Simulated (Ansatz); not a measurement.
SiPH$_{3}$Cl$_{3}$F: several calculations on one system

**1. Relaxation**

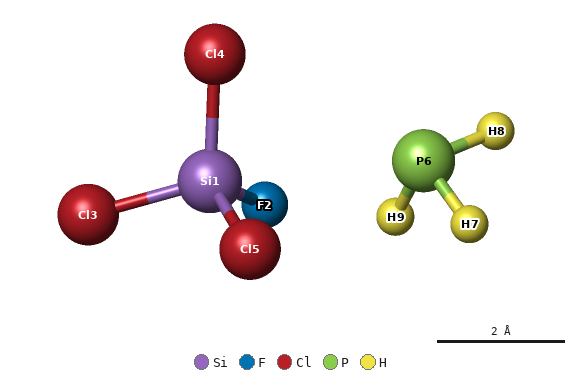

SiPH$_{3}$Cl$_{3}$F, before the relaxation. A ball-and-stick model, seen at a tilt.

The run prepares an end point of a later path (reaction) calculation, from a guessed geometry.

Level of theory: RKS PBE0/def2-SVP (Ansatz 0.2.0).

The input:
```yaml
crystal:
  periodic: [false, false, false]
  atoms:
    - { symbol: Si, position_ang: [0.382804, 0.165903, -0.26277] }
    - { symbol: F, position_ang: [0.298099, 0.068885, 1.331065] }
    - { symbol: Cl, position_ang: [2.35887, 0.147955, -0.742774] }
    - { symbol: Cl, position_ang: [-0.436762, 1.90634, -0.892979] }
    - { symbol: Cl, position_ang: [-0.497482, -1.456759, -1.104211] }
    - { symbol: P, position_ang: [-2.701369, -0.225351, 1.100317] }
    - { symbol: H, position_ang: [-3.311252, -1.51451, 1.038997] }
    - { symbol: H, position_ang: [-3.509445, 0.238798, 2.183262] }
    - { symbol: H, position_ang: [-1.621263, -0.643361, 1.923893] }
basis:
  gaussian: { orbitals: def2-SVP }
hamiltonian:
  xc: pbe0
relax:
  f_tol: 0.03
  max_steps: 50
```

Command:
```bash
ansatz run input.yaml --threads 4 --pin off --max-ram 5120MiB --backend cpu --events-out ev --progress --plain --runs-dir out
```

### Predict the outcome.

The largest moves after the best rigid fit, 0.49 Å, are those of H8 and H9. By element the largest moves are H 0.49 Å, P 0.41 Å, Cl 0.38 Å, Si 0.37 Å, F 0.37 Å. Near-neighbour distances that change, for instance: P6–H9 1.421 → 1.427 Å, Si1–F2 1.599 → 1.604 Å. Over 8 accepted moves (10 points after the start) the energy falls by 4.45 kcal/mol. The largest force component goes from 0.44 to 0.023 eV/Å. The line search rejected the trial steps at points 2, 5 of the run. The forces were under the threshold at step 6, but the run went on from there.

Final geometry:

```xyz
9

Si    0.6960    0.2459   -0.4431
F     0.5980    0.1962    1.1576
Cl    2.6582    0.1475   -0.9522
Cl   -0.1193    1.9819   -1.0923
Cl   -0.3026   -1.3536   -1.1910
P    -3.0356   -0.2800    1.3238
H    -3.6005   -1.5836    1.1723
H    -3.9199    0.0688    2.3911
H    -2.0121   -0.7352    2.2085
```

After the run, drawn alike:

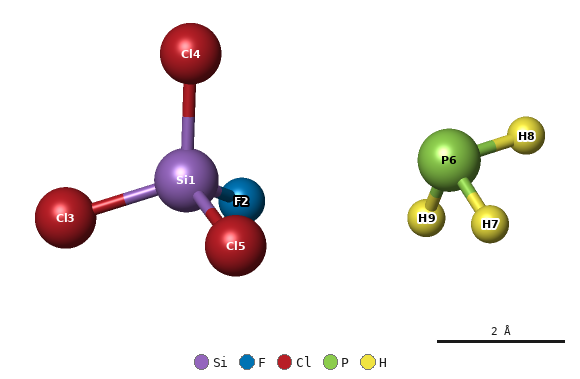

**2. Relaxation**

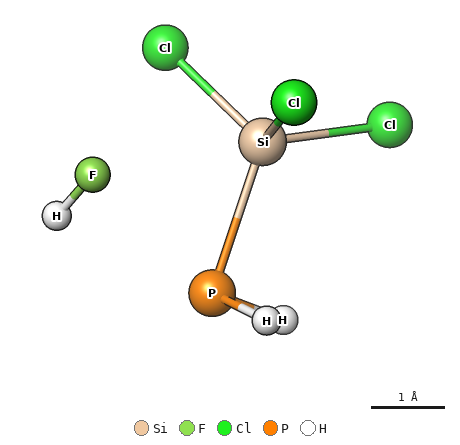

SiPH$_{3}$Cl$_{3}$F, before the relaxation. The picture is a ball-and-stick view, seen at a tilt.

The run prepares an end point of a later path (reaction) calculation, from a guessed geometry.

Theory: RKS PBE0/def2-SVP (Ansatz).

Input file:
```yaml
crystal:
  periodic: [false, false, false]
  atoms:
    - { symbol: Si, position_ang: [-0.647446, -0.167162, -0.333758] }
    - { symbol: F, position_ang: [0.005286, 0.907746, 2.167253] }
    - { symbol: Cl, position_ang: [1.074922, -1.11168, 0.242434] }
    - { symbol: Cl, position_ang: [-0.302078, 1.812234, -0.748684] }
    - { symbol: Cl, position_ang: [-1.195466, -1.024945, -2.132752] }
    - { symbol: P, position_ang: [-2.264627, -0.414508, 1.14424] }
    - { symbol: H, position_ang: [-3.187386, -0.947819, 0.196285] }
    - { symbol: H, position_ang: [-1.740963, -1.665071, 1.581595] }
    - { symbol: H, position_ang: [-0.780042, 1.299106, 2.458187] }
basis:
  gaussian: { orbitals: def2-SVP }
hamiltonian:
  xc: pbe0
relax:
  f_tol: 0.03
  max_steps: 50
```

Run as
```bash
ansatz run input.yaml --threads 4 --pin off --max-ram 5120MiB --backend cpu --events-out ev --progress --plain --runs-dir out
```

Question: Where does the relaxation end?

Answer: After 22 accepted moves (28 points after the start) the energy has fallen by 10.2 kJ/mol. The largest force component goes from 0.65 to 0.012 eV/Å. The line search rejected the trial steps at points 4, 10, 12, 15, 19, 25 of the run. The forces were under the threshold at step 6, but the run went on from there. The largest move after the best rigid fit is that of H7, 0.66 Å. Largest moves by element: H 0.66 Å, F 0.65 Å, Cl 0.35 Å, P 0.26 Å, Si 0.18 Å. Among the contacts that change: Si1–P6 2.205 → 2.247 Å, Si1–Cl5 2.067 → 2.056 Å. Among the angles between lasting bonds that change: Cl3–Si1–P6 112.1° → 108.7°, Si1–P6–H8 92.0° → 94.9°, Cl5–Si1–P6 110.0° → 112.5°. Groups turn about Si1–P6 by about 40°. Cost: 46 s on 4 threads of Intel(R) Xeon(R) Platinum 8559C (Emerald Rapids), on a shared host, peak memory 0.33 GiB.

The structure at the end:

```xyz
9

Si   -0.5847   -0.2791   -0.4540
F     0.0175    1.4349    2.5419
Cl    1.2524   -0.9168    0.1730
Cl   -0.5230    1.6967   -0.9717
Cl   -1.1071   -1.3634   -2.1204
P    -2.0488   -0.5357    1.2304
H    -3.2039   -0.3283    0.4217
H    -2.0757   -1.9586    1.1542
H    -0.7644    0.9381    2.5997
```

After the run, drawn alike:

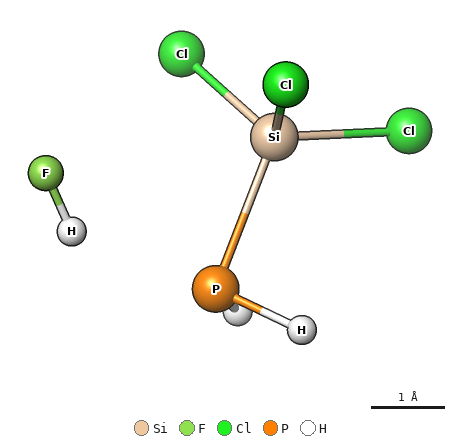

Limits of the set-up: the start holds two separate molecules, 2.6 Å apart at their closest, whose relative position is a soft coordinate and is computed without a dispersion correction.

**3. Path**

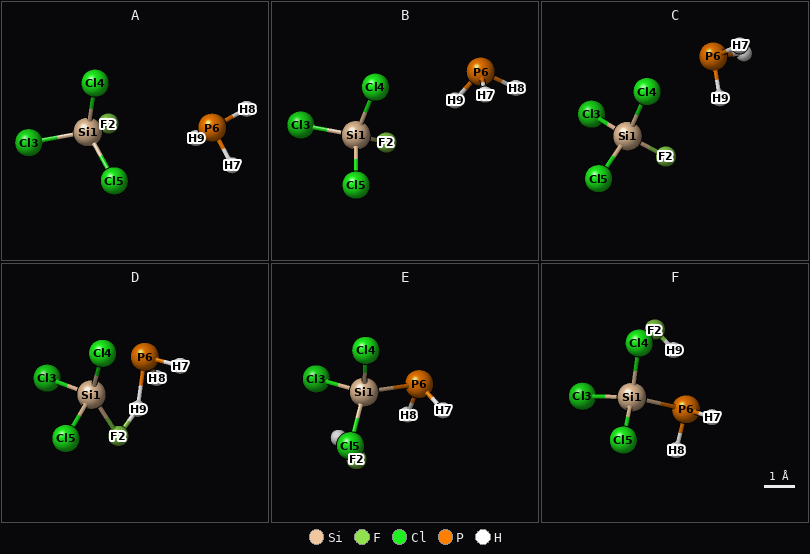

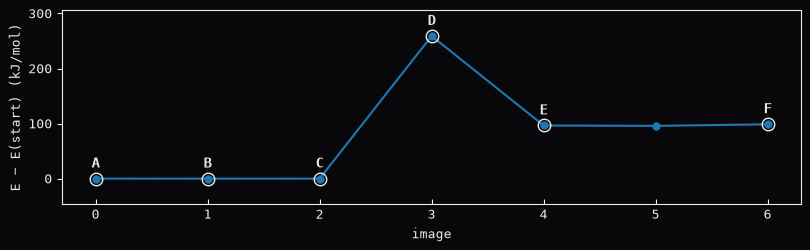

A search for the minimum-energy path of SiPH$_{3}$Cl$_{3}$F, made up at the start of SiCl3F and PH3 by the nudged elastic band. Images are numbered from 0 (start) to 6 (end). Frames A to F are images 0, 1, 2, 3, 4, 6. Style: ball-and-stick. Shown face on.

Level of theory: RKS PBE0/def2-SVP (Ansatz). Run with 5 movable images; climbing image; force threshold 0.05 eV/Å; iteration limit 60; starting path through a guess of the saddle point.

> Read off the barrier and say what moves.

The energy climbs by 259.1 kJ/mol to image 3 and then falls by 160.4 kJ/mol, so the end point sits at +98.7 kJ/mol. Breaking: P6–H9 (1.43 → 1.76 at the top → 2.39 Å), Si1–F2 (1.60 → 1.86 at the top → 3.50 Å). Forming: F2–H9 (2.96 → 1.14 at the top → 0.93 Å), Si1–P6 (4.16 → 2.50 at the top → 2.25 Å). The band is converged. At the top, the vibrational analysis gives one imaginary mode (907i cm⁻¹), as a transition state must have.

Limits of the set-up: the start holds two separate molecules, 3.0 Å apart at their closest, whose relative position is a soft coordinate and is computed without a dispersion correction.
